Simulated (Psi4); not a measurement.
# C2H2FSi (SMILES C#C[SiH]F) at UHF/def2-SVPD

Aim: the vertical electron affinity of C2H2FSi at UHF/def2-SVPD, from 2 runs. 

The results are computed with Psi4 1.11.

1 further run of the same task is left out (set aside as unsound or not needed).

## (1) The molecule

C2H2FSi: 6 atoms, total charge 0, spin state doublet. SMILES: `C#C[SiH]F`. The shape is that of a PBE0-D4/def2-TZVP optimisation.

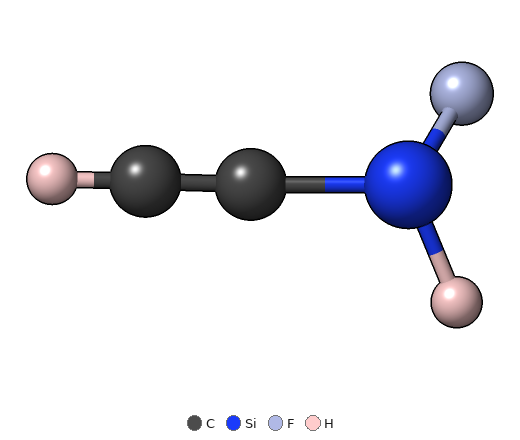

Viewed from a chosen angle; carbon dark grey, silicon blue, fluorine light blue, hydrogen pink.

## (2) The energy at UHF/def2-SVPD

calc.py reads:

```python
import psi4

psi4.set_memory('1600 MB')
psi4.set_num_threads(1)
psi4.core.set_output_file('output.dat', False)

geom = psi4.geometry("""
0 2
C      0.22317666    -1.28501376    -3.03433324
C      0.22752303    -0.40383447    -0.92615477
Si     0.63929435     0.88193518     2.20871189
F     -0.90328909    -0.77913408     4.20804213
H      0.18953953    -2.05828969    -4.89495758
H     -0.29687597     3.52320539     2.35138622
units bohr
symmetry c1
""")

psi4.set_options({
    'basis': 'def2-SVPD',
    'reference': 'uhf',
    'puream': True,
    'e_convergence': 1e-09,
    'd_convergence': 1e-08,
    'scf_type': 'pk',
    'maxiter': 200,
})

E, wfn = psi4.energy('scf', molecule=geom, return_wfn=True)
print(f'scf energy: {E:.10f} Eh')
```

Started as:

```
$ python calc.py
```

output.dat:

```text
[...]
  Running in c1 symmetry.
[...]
  Nuclear repulsion =  130.576000817599208
[...]
  Multiplicity = 2
[...]
  Nalpha       = 19
  Nbeta        = 18
[...]
    Number of basis functions: 103
[...]
   @UHF iter   1:  -464.89746791750372   -1.01687e+00   3.96548e-03 DIIS/ADIIS
[...]
   @UHF iter  21:  -465.01180027801064   -1.44382e-11   7.62986e-09 DIIS
[...]
   @S^2 Observed:                8.198111585E-01
[...]
    Orbital Energies [Eh]
    ---------------------
    Alpha Occupied:
       1A    -68.833736     2A    -26.294599     3A    -11.274905
       4A    -11.236202     5A     -6.195866     6A     -4.311584
       7A     -4.304459     8A     -4.302743     9A     -1.573521
      10A     -1.036761    11A     -0.807408    12A     -0.745506
      13A     -0.687342    14A     -0.680877    15A     -0.660388
      16A     -0.539328    17A     -0.448781    18A     -0.429640
      19A     -0.349962
    Alpha Virtual:
      20A      0.080549    21A      0.091567    22A      0.113612
      23A      0.120871    24A      0.136100    25A      0.170049
[...]
  @UHF Final Energy:  -465.01180027801064
   => Energetics <=
    Nuclear Repulsion Energy =            130.5760008175992084
    One-Electron Energy =                -902.2661058456374121
    Two-Electron Energy =                 306.6783047500276211
    Total Energy =                       -465.0118002780106394
  UHF NO Occupations:
  HONO-2 :   17  A 1.9908396
  HONO-1 :   18  A 1.9759491
[...]
 Multipole Moments:
 ------------------------------------------------------------------------------------
     Multipole            Electronic (a.u.)      Nuclear  (a.u.)        Total (a.u.)
 ------------------------------------------------------------------------------------
 L = 1.  Multiply by 2.5417464519 to convert [e a0] to [Debye]
 Dipole X            :         -0.0803274            0.3634083            0.2830808
 Dipole Y            :         -1.0133691            1.1874886            0.1741195
 Dipole Z            :          3.2606525           -3.9704923           -0.7098399
 Magnitude           :                                                    0.7837889
[...]
```

On the terminal:

```text
Memory set to   1.490 GiB by Python driver.
  Threads set to 1 by Python driver.
scf energy: -465.0118002780 Eh
```

It took 4.2 s on 1 thread of Intel Xeon 6975P-C (Granite Rapids), shared host; peak memory 0.4 GiB.

## (3) The singlet anion: energy and gradient at HF/def2-SVPD

c2h2fsi.dat reads:

```
memory 1600 mb

molecule {
  -1 1
  C      0.118100    -0.680000    -1.605700
  C      0.120400    -0.213700    -0.490100
  Si     0.338300     0.466700     1.168800
  F     -0.478000    -0.412300     2.226800
  H      0.100300    -1.089200    -2.590300
  H     -0.157100     1.864400     1.244300
  units angstrom
  symmetry c1
  no_reorient
  no_com
}

set basis def2-SVPD
set reference rhf
set puream true
set e_convergence 1e-09
set d_convergence 1e-08
set scf_type pk

result, w = gradient('scf', return_wfn=True)
oeprop(w, 'WIBERG_LOWDIN_INDICES', 'DIPOLE', 'QUADRUPOLE', title='SCF')
```

Started as:

```
$ psi4 c2h2fsi.dat c2h2fsi.out -n 1
```

c2h2fsi.out:

```text
[...]
  Running in c1 symmetry.
[...]
  Nuclear repulsion =  130.576000701221858
[...]
  Multiplicity = 1
[...]
  Nalpha       = 19
  Nbeta        = 19
[...]
    Number of basis functions: 103
[...]
   @RHF iter   1:  -464.87073319520135   -9.90129e-01   4.36611e-03 DIIS/ADIIS
[...]
   @RHF iter  14:  -465.00430007020219   -2.12026e-11   9.71272e-09 DIIS
[...]
    Orbital Energies [Eh]
    ---------------------
    Doubly Occupied:
       1A    -68.554822     2A    -26.077450     3A    -11.060536
       4A    -11.052863     5A     -5.918939     6A     -4.030519
       7A     -4.028675     8A     -4.027421     9A     -1.358193
      10A     -0.837514    11A     -0.588865    12A     -0.544956
      13A     -0.473899    14A     -0.467564    15A     -0.441735
      16A     -0.311173    17A     -0.244457    18A     -0.233670
      19A     -0.033435
[...]
  @RHF Final Energy:  -465.00430007020219
   => Energetics <=
    Nuclear Repulsion Energy =            130.5760007012218580
    One-Electron Energy =                -910.5872290616716782
    Two-Electron Energy =                 315.0069282902476857
    Total Energy =                       -465.0043000702021914
[...]
  -Total Gradient:
     Atom            X                  Y                   Z
    ------   -----------------  -----------------  -----------------
       1        0.000495233970     0.001992621259     0.003451883355
       2        0.026278168577     0.005256362254     0.028253390102
       3       -0.093098826441    -0.031184781568    -0.010974545895
       4        0.044643693715     0.025675921381    -0.026215933173
       5       -0.001878581467    -0.000602278349    -0.002561734320
       6        0.023560311648    -0.001137844976     0.008046939936
[...]
 Multipole Moments:
 ------------------------------------------------------------------------------------
     Multipole            Electronic (a.u.)      Nuclear  (a.u.)        Total (a.u.)
 ------------------------------------------------------------------------------------
 L = 1.  Multiply by 2.5417464519 to convert [e a0] to [Debye]
 Dipole X            :         -4.5020417            3.4173807           -1.0846610
 Dipole Y            :          2.8930166           -3.3332879           -0.4402713
 Dipole Z            :        -44.5724128           42.4878463           -2.0845665
 Magnitude           :                                                    2.3907626
 L = 2.  Multiply by 1.3450342976 to convert [e a0^2] to [Debye ang]
 Quadrupole XX       :        -45.3892272           13.7986501          -31.5905770
 Quadrupole XY       :        -11.8736031           10.5193937           -1.3542094
[...]
```

Run time: 5.1 s. Hardware: 1 thread of Intel Xeon 6975P-C (Granite Rapids), shared host; peak memory 0.4 GiB.

## (4) Results

Level: UHF/def2-SVPD.

| quantity | value |
| --- | --- |
| doublet C2H2FSi: total energy | -465.01180 Eh |
| doublet C2H2FSi: dipole moment | 1.99 D |
| doublet C2H2FSi: HOMO energy (highest over α and β) | -9.52 eV |
| doublet C2H2FSi: LUMO energy (lowest over α and β) | 1.01 eV |
| doublet C2H2FSi: ⟨S²⟩ | 0.820 |
| singlet anion: total energy | -465.00430 Eh |
| singlet anion: HOMO energy | -0.91 eV |
| singlet anion: LUMO energy | 6.09 eV |
| singlet anion: HOMO–LUMO gap (to an unbound level, set by the basis) | 7.00 eV |
| singlet anion: largest force on an atom | 5.080 eV/Å |
| vertical electron affinity (to the singlet anion) | -0.204 eV |

What this shows: The anion lies 0.20 eV (4.7 kcal/mol) above the neutral: the electron isn't bound at this level, and such a value depends on the basis. Hartree–Fock misses the correlation that binds many anions.
